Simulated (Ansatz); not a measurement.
# CdS (Hawleyite, F-43m): a volume series of phonon spectra, part 2 of 4

Wanted: mode Grüneisen parameters of CdS (Hawleyite) and a free-energy fit over volumes.

Ansatz 0.2.0; DFT PBE, scalar-relativistic, plane waves, PAW.

So far. Step 2 (Probe on a coarse mesh): The start is under 2.9 GPa at this level and looks like an insulator or semiconductor on this mesh. Step 4 (Tight relaxation): The residual pressure is 0.0063 GPa, small enough for phonons.

## 5. Phonons, V/V0 1

The same q-mesh and k-mesh are kept at every volume, so that much of their error can cancel in the differences.

File input.yaml:

```yaml
crystal:
  lattice:
    - [0.0, 2.9632113916, 2.9632113916]
    - [2.9632113916, 0.0, 2.9632113916]
    - [2.9632113916, 2.9632113916, 0.0]
  atoms:
    - { symbol: Cd, position: [0.0, 0.0, 0.0] }
    - { symbol: S, position: [0.25, 0.25, 0.25] }
kpoints:
  mp_grid: { grid: [8, 8, 8] }
hamiltonian:
  xc: pbe
scf:
  occupations: { method: fixed }
output:
  eigenvalues: true
phonons:
  method: dfpt
  dielectric: true
  rigid_motions: translations
  qmesh: [4, 4, 4]
  temperatures: { t_max: 1000, t_step: 50 }
  qpath:
    path:
      - [[0.0, 0.0, 0.0], [-0.5, -0.5, 0.0], [-0.375, -0.375, 0.25]]
      - [[-0.375, 0.0, 0.375], [0.0, 0.0, 0.0], [0.0, 0.0, 0.5], [-0.5, -0.25, 0.25], [-0.5, -0.5, 0.0]]
    npoints: 10
```

Run with:

```sh
> ansatz run input.yaml --threads 2 --pin off --max-ram 5120MiB --backend cpu --events-out ev --progress --plain --runs-dir out
```

Numbers of over 12 decimals in the logs are rounded to 6 here.

The program printed:

```text
Warning: phonons: the dynamical matrix that this run interpolates holds no multipole term above the dipole-dipole one, and a site of this crystal is no centre of inversion, so its interpolated transverse optical and acoustic branches and sound speeds can stay off near Gamma, and the density of states and the thermodynamics with them. What a run solves at a wave vector of phonons.qpoints, Gamma apart, where the deck admits one, is free of this, and under fd what a larger phonons.supercell samples
[...]
Crystal: 2 atoms, lattice volume = 52.038 Å³
Basis set: ecut = 420 eV, 965 PW (Γ), exchange–correlation on 60×60×60 points (8 copies of the dense FFT grid, shifted against one another)
Bands: 17, of which v1, the nominal top of the filled ones, is band 13 counted from 1 (12 counted from 0)
Symmetry: 24 space group operations
k-points: 95 of 512 (irreducible under 4 space group operations, time reversal used)
[...]
SCF iter   1: F=—  HF=-9157.827781 eV  |F-HF|=—  |Δ(HF+E_count)|=         —  Δρ=5.98e-4  dr2=3.06e-4  ethr=1.77e-3  ⟨swp⟩=4.9  Hψ=6926  notcnv=0  defer=186
[...]
SCF iter   7: F=-9157.828470 eV  HF=-9157.828470 eV  |F-HF|=7.64e-11  |Δ(HF+E_count)|=   2.05e-9  Δρ=1.93e-7  dr2=1.72e-11  ethr=1.00e-12  ⟨swp⟩=6.4  Hψ=9603  notcnv=0
SCF 1 converged in 7 iterations: F = -9157.828470 eV  dr2 = 1.72e-11
[...]
DFPT response loops at Γ: preconditioner auto → none (the input reference at scf.mixing.eps_inf says where Resta's filter doesn't serve); β = 0.50; Broyden in place of MSR1
── the response to a field inside a basis, on 10×10×10 k-points: an SCF that follows is theirs, and a resumed run solves both again ──
Bands: 14, of which v1, the nominal top of the filled ones, is band 13 counted from 1 (12 counted from 0)
k-points: 110
[...]
Eigensolver: Dense (110 Hₖ)
SCF iter   1: F=—  HF=-9157.826916 eV  |F-HF|=—  |Δ(HF+E_count)|=         —  Δρ=3.14e-4  dr2=8.27e-6  ethr=1.00e-1
[...]
SCF iter   4: F=-9157.826922 eV  HF=-9157.826922 eV  |F-HF|=1.06e-8  |Δ(HF+E_count)|=   3.05e-8  Δρ=9.29e-6  dr2=3.10e-8  ethr=1.72e-9
SCF 1 converged in 4 iterations: F = -9157.826922 eV  dr2 = 3.10e-8
[...]
WARN: field response: ε∞ stands inside a basis, on 10×10×10 points; the force constants stand on the 8×8×8 k-mesh, whose period is 11.19 times the interband length at k = (0.0000, 0.0000, 0.0000), direct gap 1.042 eV, under 14: take them and everything formed from them as unconverged, and compare with a denser kpoints.mp_grid
NSCF: frozen V_eff on 29 k-points
[...]
DFPT response loops at q = (0, 0, 0.25) (fractional): preconditioner auto → Resta (q_TF=auto, 2.430 Å⁻¹)  ε∞=7.6 (no band partly filled); β = 1.00, the filter's whole step (`scf.mixing.beta` (0.50) is not read by the response loops at its default; to damp them type it under 1.00, their step now; it binds the ground state too); Broyden in place of MSR1
[...]
SCF converged after 7 iterations
Free energy (F): -9157.828470 eV
[...]
Internal energy: -9157.828470 eV  (E = F + TS)
E sigma→0 (E₀):  -9157.828470 eV
Fermi energy:    6.254900 eV
[...]
--- Band table (eV; the first three rows and the last of 95) ---
  k-point 0: bands = [... 9 lower, -0.8898, 6.2549, 6.2549, 6.2549, 7.2966, 12.7865, 12.7865, 12.7865]
  k-point 1: bands = [... 9 lower, -0.8906, 5.2626, 6.1442, 6.1442, 8.1293, 12.5144, 12.9722, 12.9722]
  k-point 2: bands = [... 9 lower, -0.8858, 3.8771, 5.8940, 5.8940, 8.9297, 12.4743, 13.2632, 13.2632]
  k-point 94: bands = [... 9 lower, -0.3339, 2.5808, 4.1965, 4.2344, 11.4729, 11.6911, 13.3830, 14.2913]
--- Phonons (Γ-DFPT): 2 representative perturbations + reference, on 95 of 512 k-points (Σ response iterations 6) ---
  k mesh reduced under 4 symmetry operations, with k and −k counted as one. Each operation leaves every solved perturbation unchanged. A smaller set is not considered because the run solves the response to a homogeneous field
  ASR residual: 1.096e-4 → 0.000e0 eV/Å²; symmetrization residual: 2.522e-6 eV/Å²
  ASR residual per site (eV/Å²): 1.02e-4 1.10e-4
  Γ frequencies (cm⁻¹): 0.00 0.00 0.00 216.02 216.02 216.02
  ε∞ (high-frequency dielectric tensor):
        6.242778     0.000000     0.000000
        0.000000     6.242778     0.000000
        0.000000     0.000000     6.242778
  ε⁰ (static dielectric tensor: ions relaxed, cell fixed):
       10.285872    -0.000000     0.000000
       -0.000000    10.285872    -0.000000
        0.000000    -0.000000    10.285872
  ε⁰ − ε∞ (ionic part):
        4.043095    -0.000000    -0.000000
       -0.000000     4.043095    -0.000000
       -0.000000    -0.000000     4.043095
  softest optical mode at Γ: 216.02 cm⁻¹; the repairs (sum rule, projections) moved no ω² at Γ by more than (1.03 cm⁻¹)²
  Born effective charges Z* (e; rows j = field, columns β = displacement):
    site 0:
         2.23096   -0.00000   -0.00000
        -0.00000    2.23096    0.00000
        -0.00000    0.00000    2.23096
    site 1:
        -2.23096    0.00000    0.00000
         0.00000   -2.23096   -0.00000
         0.00000   -0.00000   -2.23096
  Z* charge neutrality: 2.173e-4 e pre-enforcement
  solved inside a basis spanned on kpoints, on 10×10×10 k-points transformed towards the longest dipole: ε∞ is read to err by 1.6e-2, Z* by 2.1e-2 e (field_mesh: kpoints solves on kpoints); Z* is corrected for what the basis lacks
  optical modes at Γ without the LO–TO term, one row a degenerate level:
      ω (cm⁻¹)  modes    IR ((D/Å)²/amu)
        216.02      3            13.8094
  optical modes at Γ + LO–TO along q̂ = [1.0000, 0.0000, 0.0000]:
      ω (cm⁻¹)  modes    IR ((D/Å)²/amu)
        216.02      2             9.2062
        277.28      1             4.6031
  optical modes at Γ + LO–TO along q̂ = [0.0000, 1.0000, 0.0000]:
      ω (cm⁻¹)  modes    IR ((D/Å)²/amu)
        216.02      2             9.2062
        277.28      1             4.6031
  optical modes at Γ + LO–TO along q̂ = [0.0000, 0.0000, 1.0000]:
      ω (cm⁻¹)  modes    IR ((D/Å)²/amu)
        216.02      2             9.2062
        277.28      1             4.6031
--- Phonons (arbitrary-q DFPT): 8 irreducible q on the 4×4×4 mesh ---
  q = [0.0000, 0.0000, 0.0000] (star 1, of the zone-centre solve; hermiticity 1.18e-6, symmetrization 7.11e-13): -0.00 -0.00 0.00 216.02 216.02 216.02
  q = [0.0000, 0.0000, 0.2500] (star 8, 2 solved perturbations on 288 of 512 k-point pairs; hermiticity 2.48e-6, symmetrization 1.92e-12): 34.39 34.39 94.65 225.88 225.88 279.21
[...]
q = [0.0000, 0.2500, 0.2500] (star 6, 4 solved perturbations in 528 linear systems a pass and spin channel, the states on 164 of 512 k-point pairs; hermiticity 2.54e-6, symmetrization 5.03e-13): 47.42 47.42 97.65 237.97 237.97 276.13
[...]
sum rule: each row above includes the acoustic sum rule's correction from the zone centre's row sums; it moved no ω² by more than (0.96 cm⁻¹)²
  mesh force constants: q→R imaginary residual 1.75e-18; ASR residual 1.096e-4 → 0.000e0 eV/Å²; symmetrization residual 3.553e-15 eV/Å²
  interpolated dispersion: 63 rows × 6 modes
  density of states and harmonic sums: on the 20×20×20 q-mesh, interpolated from the force constants of a 4×4×4 supercell (with the dipole–dipole term)
  largest difference from the sums on the solved wave vectors: F 1.20e-2 eV, S 1.60e-5 and C_V 4.00e-6 eV/K
  zero-point energy: 0.061360 eV/cell   skipped modes (ω ≤ 0): 3   left out of the sums: 6.25e-5 of the cell's modes: C_V's classical limit lies that fraction below 3 k_B per atom; for a crystal, a wire or a layer, F and S can be off by more, and a phonons.interpolated_qmesh denser along its periods is the remedy for the sampling
```

Elapsed: 2.9 min, on 2 threads of Arm Neoverse V2, shared host; peak memory 1.2 GiB.

This step gave:

```yaml
gamma_frequencies: 0, 0, 0, 216.0, 216.0, 216.0 cm⁻¹ (negative: imaginary)
lowest_frequency_on_the_path: 0 cm⁻¹
zero_point_energy: 0.06136 eV/cell
point_group: -43m
highest_frequency: 281 cm⁻¹
debye_temperature_from_the_second_moment: 353 K
```

LO-TO term included. The phonon branches at the labelled points (cm⁻¹):

| point | branch 1 | branch 2 | branch 3 | branch 4 | branch 5 | branch 6 |
| --- | --- | --- | --- | --- | --- | --- |
| Γ | 0 | 0 | 0 | 216 | 216 | 277 |
| X | 54 | 54 | 141 | 256 | 256 | 271 |
| U | 53 | 69 | 133 | 249 | 262 | 274 |
| jump to K | 53 | 69 | 133 | 249 | 262 | 274 |
| Γ | 0 | 0 | 0 | 216 | 216 | 277 |
| L | 43 | 43 | 131 | 234 | 234 | 281 |
| W | 61 | 73 | 129 | 258 | 259 | 273 |
| X | 54 | 54 | 141 | 256 | 256 | 271 |

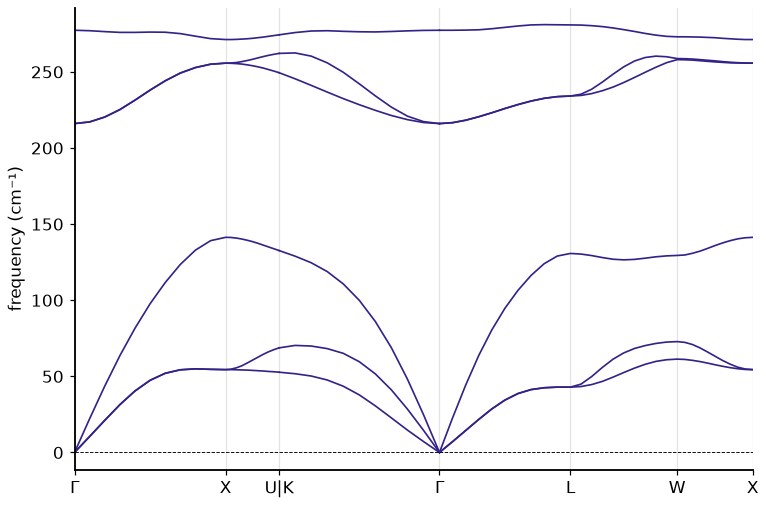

Phonon branches along the path.

The phonon density of states has structure finer than the step of the table below, so its rows give means over 20 cm⁻¹, whole bins alone (the curve runs from 2.5 to 282 cm⁻¹). Peaks (cm⁻¹: height): 52.5: 0.0872, 127.5: 0.0632, 252.5: 0.0658, 277.5: 0.140.

Tetrahedra on 20 20 20, mean over bins of 5 cm⁻¹. Phonon density of states against wavenumber; means over each step:

| wavenumber (cm⁻¹) | phonon density of states (1/cm⁻¹/cell) |
| --- | --- |
| 20 | 0.00357 |
| 40 | 0.0307 |
| 60 | 0.0614 |
| 80 | 0.00863 |
| 100 | 0.00705 |
| 120 | 0.0288 |
| 140 | 0.00965 |
| 160 | 0 |
| 180 | 0 |
| 200 | 0 |
| 220 | 0.0113 |
| 240 | 0.0534 |
| 260 | 0.0385 |

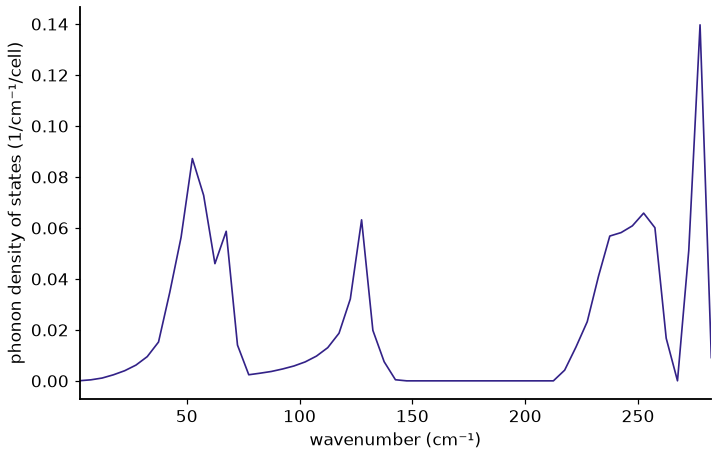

Phonon density of states, plotted against wavenumber.

Harmonic. Thermo, by row:

| T (K) | F_vib (meV/atom) | S (J/mol-atom/K) | C_V (J/mol-atom/K) |
| --- | --- | --- | --- |
| 0 | 30.68 | 0 | 0 |
| 50 | 29.45 | 6.518 | 9.031 |
| 100 | 23.83 | 14.96 | 15.71 |
| 150 | 14.16 | 22.16 | 19.61 |
| 200 | 1.09 | 28.1 | 21.61 |
| 250 | -14.8 | 33.05 | 22.69 |
| 300 | -33.04 | 37.25 | 23.33 |
| 350 | -53.31 | 40.88 | 23.74 |
| 400 | -75.34 | 44.07 | 24.01 |
| 450 | -98.92 | 46.91 | 24.2 |
| 500 | -123.9 | 49.47 | 24.34 |
| 550 | -150.2 | 51.79 | 24.44 |
| 600 | -177.6 | 53.92 | 24.52 |
| 650 | -206 | 55.89 | 24.58 |
| 700 | -235.4 | 57.71 | 24.63 |
| 750 | -265.8 | 59.41 | 24.67 |
| 800 | -297 | 61 | 24.7 |
| 850 | -329 | 62.5 | 24.73 |
| 900 | -361.8 | 63.92 | 24.75 |
| 950 | -395.2 | 65.25 | 24.77 |
| 1000 | -429.4 | 66.53 | 24.79 |

The modes has structure finer than the step of the table below, so its rows give means over 20 cm⁻¹, whole bins alone (the curve runs from -10 to 299 cm⁻¹). Peaks (cm⁻¹: height): Cd 54.2: 0.0772, 126.2: 0.0546, 276.0: 0.0106; S 252.7: 0.0586, 276.0: 0.119.

Phonopy on the run's constants, 17x17x17 mesh, Gaussian sigma 2.2 cm⁻¹. The modes by wavenumber; means over each step; values in 1/cm⁻¹/cell:

| wavenumber (cm⁻¹) | Cd | S |
| --- | --- | --- |
| 0 | 1.6e-4 | 4.4e-5 |
| 20 | 0.00284 | 7.1e-4 |
| 40 | 0.0250 | 0.00461 |
| 60 | 0.0561 | 0.00717 |
| 80 | 0.00695 | 9.1e-4 |
| 100 | 0.00614 | 8.0e-4 |
| 120 | 0.0287 | 0.00125 |
| 140 | 0.00845 | 1.1e-4 |
| 160 | 0 | 0 |
| 180 | 0 | 0 |
| 200 | 0 | 7.3e-7 |
| 220 | 0.00201 | 0.00890 |
| 240 | 0.00719 | 0.0462 |
| 260 | 0.00270 | 0.0341 |
| 280 | 0.00367 | 0.0451 |

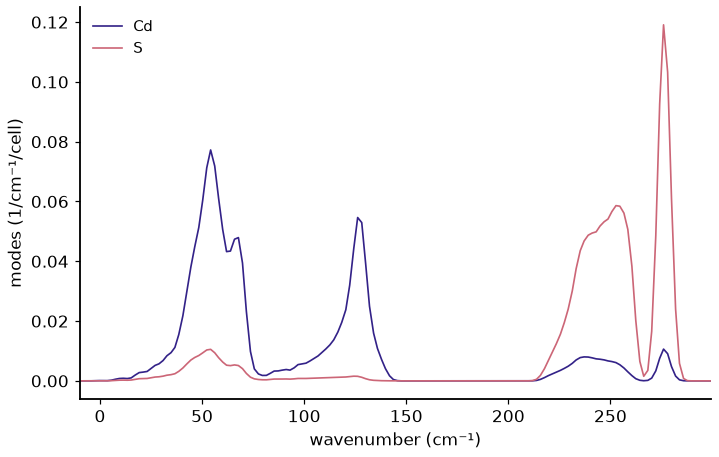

Modes, plotted against wavenumber.

Born charge (rows field, columns displacement) (e), principal values of the symmetric part by kind of site:

| atom | atoms with these values | low | middle | high | mean |
| --- | --- | --- | --- | --- | --- |
| Cd1 | 1 | 2.23 | 2.23 | 2.23 | 2.23 |
| S2 | 1 | -2.23 | -2.23 | -2.23 | -2.23 |

In full for S2:

```
-2.23  0.00  0.00
 0.00 -2.23  0.00
 0.00  0.00 -2.23
```

ε∞:

```
6.24 0.00 0.00
0.00 6.24 0.00
0.00 0.00 6.24
```

No LO-TO term. The modes at Γ (shares of kinetic energy by element, %):

| mode | frequency (cm⁻¹) | symmetry | Cd % | S % |
| --- | --- | --- | --- | --- |
| 1 | 0.0 | T2 | 78 | 22 |
| 2 | 0.0 | T2 | 78 | 22 |
| 3 | 0.0 | T2 | 78 | 22 |
| 4 | 216.0 | T2 | 22 | 78 |
| 5 | 216.0 | T2 | 22 | 78 |
| 6 | 216.0 | T2 | 22 | 78 |

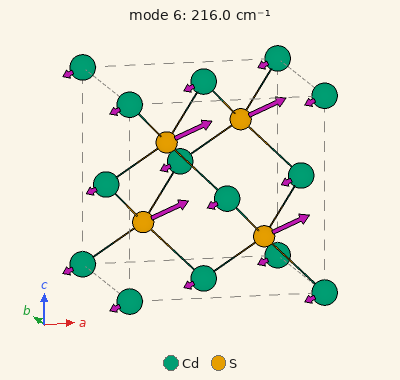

Displacement patterns of mode 6 at Γ; arrows are exaggerated. Bonds to atoms that aren't drawn are left out. Some periodic images of atoms are drawn too.

No mode is imaginary beyond numerical noise at the solved wavevectors.

## 6. A cell at another volume, V/V0 1.015

Symmetry fixes every atom, so a single point at the scaled cell gives the energy and pressure of this member.

The cell differs from the one that the last finished run ended in (a 4.191 → 4.211 Å, b 4.191 → 4.211 Å, c 4.191 → 4.211 Å).

input.yaml, the sections that differ from step 5:

```yaml
crystal:
  lattice:
    - [0.0, 2.9779539795, 2.9779539795]
    - [2.9779539795, 0.0, 2.9779539795]
    - [2.9779539795, 2.9779539795, 0.0]
  atoms:
    - { symbol: Cd, position: [0.0, 0.0, 0.0] }
    - { symbol: S, position: [0.25, 0.25, 0.25] }
output:
  forces: true
  stress: true
  eigenvalues: true
# kpoints, hamiltonian, scf: as in step 5
# phonons: removed
```

The program printed:

```text
[...]
Crystal: 2 atoms, lattice volume = 52.818 Å³
Basis set: ecut = 420 eV, 1037 PW (Γ), exchange–correlation on 60×60×60 points (8 copies of the dense FFT grid, shifted against one another)
Bands: 17, of which v1, the nominal top of the filled ones, is band 13 counted from 1 (12 counted from 0)
Symmetry: 24 space group operations
[...]
k-points: 29 of 512 (time reversal used)
[...]
SCF iter   1: F=—  HF=-9157.825952 eV  |F-HF|=—  |Δ(HF+E_count)|=         —  Δρ=6.14e-4  dr2=3.52e-4  ethr=1.77e-3  ⟨swp⟩=4.9  Hψ=2108  notcnv=0  defer=55
[...]
SCF iter   6: F=-9157.826601 eV  HF=-9157.826601 eV  |F-HF|=9.11e-10  |Δ(HF+E_count)|=   6.12e-8  Δρ=1.79e-6  dr2=1.37e-9  ethr=5.12e-11  ⟨swp⟩=5.1  Hψ=2380  notcnv=0
SCF 1 converged in 6 iterations: F = -9157.826601 eV  dr2 = 1.37e-9
[...]
SCF converged after 6 iterations
Free energy (F): -9157.826601 eV
[...]
Internal energy: -9157.826601 eV  (E = F + TS)
E sigma→0 (E₀):  -9157.826601 eV
Fermi energy:    6.058168 eV
[...]
--- Stress (GPa, compression-positive) ---
       -0.762826       0.000000      -0.000000
        0.000000      -0.762826       0.000000
       -0.000000       0.000000      -0.762826
  P = ⅓ Tr σ = -0.7628 GPa (-7.628 kbar)
--- Band table (eV; the first three rows and the last of 29) ---
  k-point 0: bands = [... 9 lower, -1.0611, 6.0582, 6.0582, 6.0582, 7.0668, 12.5889, 12.5889, 12.5889]
  k-point 1: bands = [... 9 lower, -1.0618, 5.0744, 5.9507, 5.9507, 7.8986, 12.3130, 12.7710, 12.7710]
  k-point 2: bands = [... 9 lower, -1.0573, 3.7139, 5.7077, 5.7077, 8.6986, 12.2595, 13.0578, 13.0578]
  k-point 28: bands = [... 9 lower, -0.5268, 2.4502, 4.0600, 4.0868, 11.2105, 11.4952, 13.1541, 14.0943]
```

It took 1 s on 2 threads; peak memory 0.31 GiB.

This step gave:

```
pressure          : -0.7628 GPa
gap on the k-mesh : 1.009 eV
volume per atom   : 26.41 Å³
```

At this level the gap is 1.01 eV on the k-mesh of the self-consistent run, which can miss the band edges.

## 7. Lattice dynamics at this volume, V/V0 1.015

The same q-mesh and k-mesh are kept at every volume, so that much of their error can cancel in the differences.

input.yaml, the sections that differ from step 6:

```yaml
output:
  eigenvalues: true
phonons:
  method: dfpt
  dielectric: true
  rigid_motions: translations
  qmesh: [4, 4, 4]
  temperatures: { t_max: 1000, t_step: 50 }
  qpath:
    path:
      - [[0.0, 0.0, 0.0], [-0.5, -0.5, 0.0], [-0.375, -0.375, 0.25]]
      - [[-0.375, 0.0, 0.375], [0.0, 0.0, 0.0], [0.0, 0.0, 0.5], [-0.5, -0.25, 0.25], [-0.5, -0.5, 0.0]]
    npoints: 10
# crystal, kpoints, hamiltonian, scf: as in step 6
```

The program printed:

```text
[...]
Crystal: 2 atoms, lattice volume = 52.818 Å³
Basis set: ecut = 420 eV, 1037 PW (Γ), exchange–correlation on 60×60×60 points (8 copies of the dense FFT grid, shifted against one another)
Bands: 17, of which v1, the nominal top of the filled ones, is band 13 counted from 1 (12 counted from 0)
Symmetry: 24 space group operations
[...]
optical modes at Γ + LO–TO along q̂ = [0.0000, 1.0000, 0.0000]:
      ω (cm⁻¹)  modes    IR ((D/Å)²/amu)
        209.98      2             9.3506
        272.32      1             4.6753
  optical modes at Γ + LO–TO along q̂ = [0.0000, 0.0000, 1.0000]:
      ω (cm⁻¹)  modes    IR ((D/Å)²/amu)
        209.98      2             9.3506
        272.32      1             4.6753
--- Phonons (arbitrary-q DFPT): 8 irreducible q on the 4×4×4 mesh ---
[...]
interpolated dispersion: 63 rows × 6 modes
[...]
[key lines of the parts left out:]
SCF converged after 7 iterations
Free energy (F): -9157.826601 eV
Fermi energy:    6.058182 eV
```

Wall time 2.9 min (2 threads); peak memory 1.2 GiB; 5.7 min of CPU time.

No mode is imaginary beyond numerical noise at the solved wavevectors. The highest zone-centre mode (no LO–TO term) moved by -2.8 % for a volume change of +1.5 %.

## 8. Single point at a scaled cell, V/V0 0.985

Symmetry fixes every atom, so a single point at the scaled cell gives the energy and pressure of this member.

The cell differs from the one that the last finished run ended in (a 4.211 → 4.170 Å, b 4.211 → 4.170 Å, c 4.211 → 4.170 Å).

input.yaml, the sections that differ from step 7:

```yaml
crystal:
  lattice:
    - [0.0, 2.9483206308, 2.9483206308]
    - [2.9483206308, 0.0, 2.9483206308]
    - [2.9483206308, 2.9483206308, 0.0]
  atoms:
    - { symbol: Cd, position: [0.0, 0.0, 0.0] }
    - { symbol: S, position: [0.25, 0.25, 0.25] }
output:
  forces: true
  stress: true
  eigenvalues: true
# kpoints, hamiltonian, scf: as in step 7
# phonons: removed
```

The program printed:

```text
[...]
Crystal: 2 atoms, lattice volume = 51.257 Å³
Basis set: ecut = 420 eV, 965 PW (Γ), exchange–correlation on 60×60×60 points (8 copies of the dense FFT grid, shifted against one another)
Bands: 17, of which v1, the nominal top of the filled ones, is band 13 counted from 1 (12 counted from 0)
Symmetry: 24 space group operations
[...]
k-points: 29 of 512 (time reversal used)
[...]
--- Band table (eV; the first three rows and the last of 29) ---
  k-point 0: bands = [... 9 lower, -0.7143, 6.4584, 6.4584, 6.4584, 7.5333, 12.9896, 12.9896, 12.9896]
  k-point 1: bands = [... 9 lower, -0.7152, 5.4573, 6.3443, 6.3443, 8.3671, 12.7215, 13.1790, 13.1790]
  k-point 2: bands = [... 9 lower, -0.7102, 4.0460, 6.0867, 6.0867, 9.1673, 12.6954, 13.4744, 13.4744]
  k-point 28: bands = [... 9 lower, -0.1357, 2.7157, 4.3371, 4.3870, 11.7425, 11.8931, 13.6182, 14.4942]
[key lines of the parts left out:]
SCF converged after 6 iterations
Free energy (F): -9157.826436 eV
Fermi energy:    6.458377 eV
P = ⅓ Tr σ = 0.8426 GPa (8.426 kbar)
```

Wall time 0.96 s (2 threads); peak memory 0.3 GiB.

The run ends at a pressure of 0.84 GPa.

(Continued in part 3 of 4.)

[Logs are printed without paths, hosts, clocks, repeated set-up lines and the standing remarks that a program may print on its own settings, such as how far it seeks lower states.]

[Hosts, paths, dates, database ids (printed as entryN), source tags and the programs' standing remarks are cut or masked in the printed files.]

[A step with changed settings may run another functional than the one named; its input shows which.]

[Of the runs on displaced cells, only some may be shown.]
